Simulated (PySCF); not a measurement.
## Electronic structure of F₄H₄O₂Zr (SMILES [OH2]->[Zr](<-[OH2])([F])([F])([F])[F]) in real space

```csv
atom,x (Å),y (Å),z (Å)
Zr,-0.5801,-0.0329,-0.5939
O,-0.5681,-0.0045,1.7626
H,-0.9492,-0.7633,2.2209
H,-0.9048,0.7962,2.1828
F,-0.3796,-0.0437,-2.5027
O,1.7742,-0.0017,-0.5560
H,2.1950,0.8069,-0.8726
H,2.2449,-0.7524,-0.9379
F,-2.4911,-0.0349,-0.4090
F,-0.1259,1.8023,-0.1396
F,-0.1172,-1.8575,-0.1237
```

Geometry: PBE0-D3(BJ)/def2-SVP; core potentials replace the inner electrons of Zr.

All numbers below come from CAM-B3LYP/def2-SVPD, SCF density, gas phase, scalar-relativistic core potentials on the heavy atoms in PySCF 2.14.0.

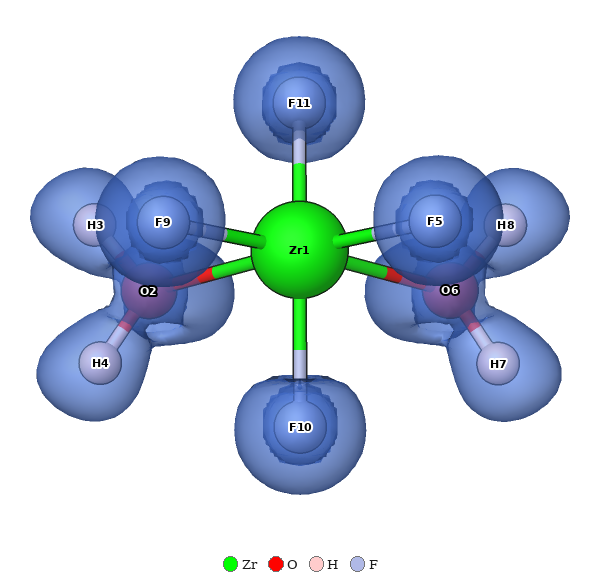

Figure 1. Isosurface of the ELF at 0.8 (blue), seen from one side. Core shells and regions of very low density are left out.

What do the ELF domains correspond to?

The surface consists of four regions wrapped around F (the valence shell of each) and two joined regions spread over several atoms (H, O), in which their bonds and any lone pairs are merged. Along the contacts the grid gives the following. Zr–F (1.92 Å): the ELF peaks at about 0.85 in the valence shell of F, 0.6 Å from its nucleus, and drops to about 0.20 between the two atoms. Zr–O (2.35 Å): the ELF is about 0.10 at the midpoint.

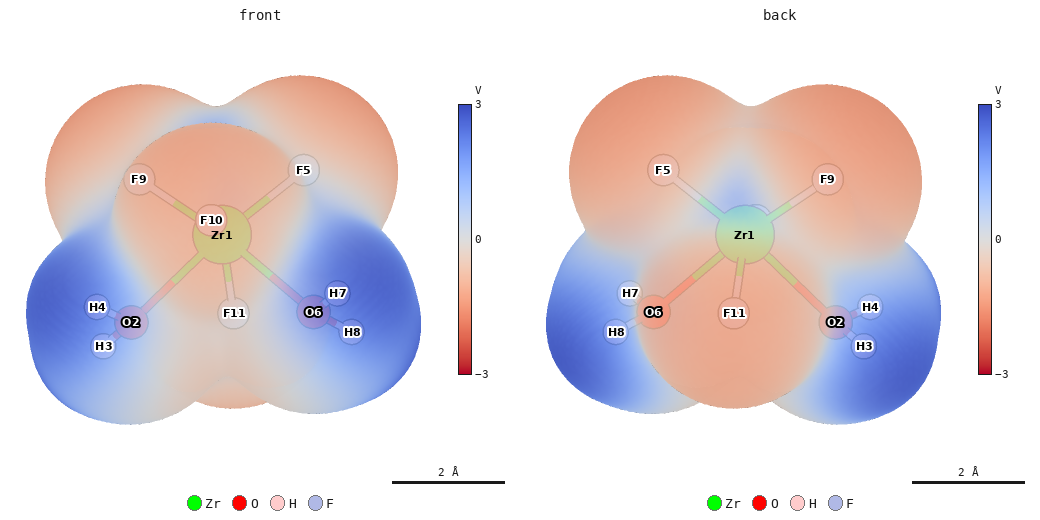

Figure 2. The molecular electrostatic potential painted on the density surface at 0.001 e/bohr³, seen from the front and from behind; the colour scale runs from red (negative) to blue (positive).

Which sites attract a positive test charge, and which a negative one?

A positive charge is drawn to the negative regions and a negative charge to the positive ones. The most negative region (about −1.4 V) lies over F5 and F9, the most positive (about +2.7 V) over H3, H4, H7 and H8.

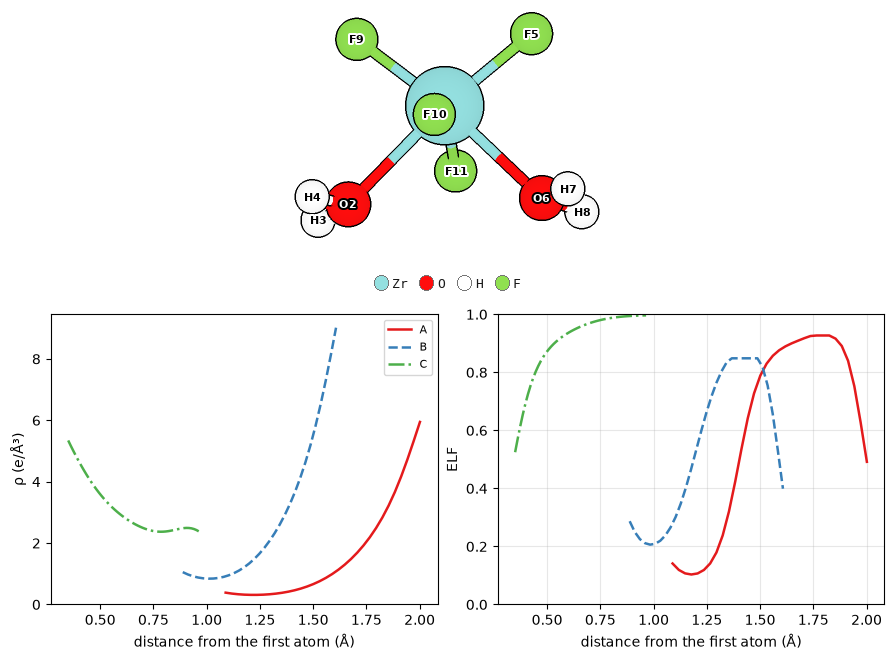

Figure 3. Electron density and electron localisation function along straight lines between neighbouring atoms. The curves leave out the atomic cores. The structure is drawn too.

Which curve belongs to which contact (O–H, Zr–F and Zr–O)? The first atom named is at distance zero.

Curve A: Zr–O (2.35 Å): the density is about 0.32 e/Å³ at the midpoint; the ELF is about 0.10 at the midpoint. Curve B: Zr–F (1.92 Å): ρ at the midpoint is about 0.88 e/Å³; the ELF peaks at about 0.85 in the valence shell of F, 0.6 Å from its nucleus, and drops to about 0.20 between the two atoms. Curve C: O–H (0.96 Å): ρ at the midpoint is about 3.7 e/Å³; the ELF climbs to about 1 towards the hydrogen, as it does in any bond to H; an ordinary covalent bond to hydrogen.
